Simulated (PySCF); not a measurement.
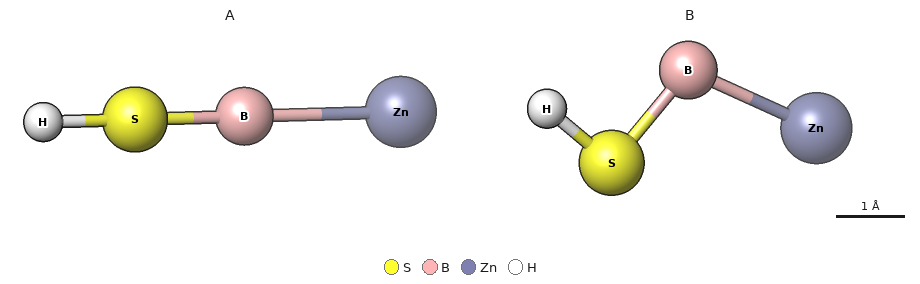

Two geometries of ZnBHS, drawn at one scale. One is the start of a relaxation, the other its converged end. The picture is a ball-and-stick view, seen at a tilt.

Theory: PySCF, RKS PBE0-D4/def2-TZVP, density fitting. 

Which geometry has the lower energy?

Structure B is the relaxed one. It is one of the separated reactants of a reaction. The largest move after the best rigid fit is that of the B atom, 0.75 Å. By element the largest moves are B 0.75 Å, Zn 0.74 Å, H 0.72 Å, S 0.72 Å. Among the contacts that change: B–Zn 2.503 → 2.271 Å, H–S 1.467 → 1.349 Å, B–S 1.750 → 1.805 Å. Among the angles between lasting bonds that change: B–S–H 179.9° → 92.8°, S–B–Zn 179.9° → 107.2°. Over 23 geometry steps the energy falls by 147.3 kJ/mol. The run took 120 s on 2 threads of AMD EPYC 7B13, on a shared host.
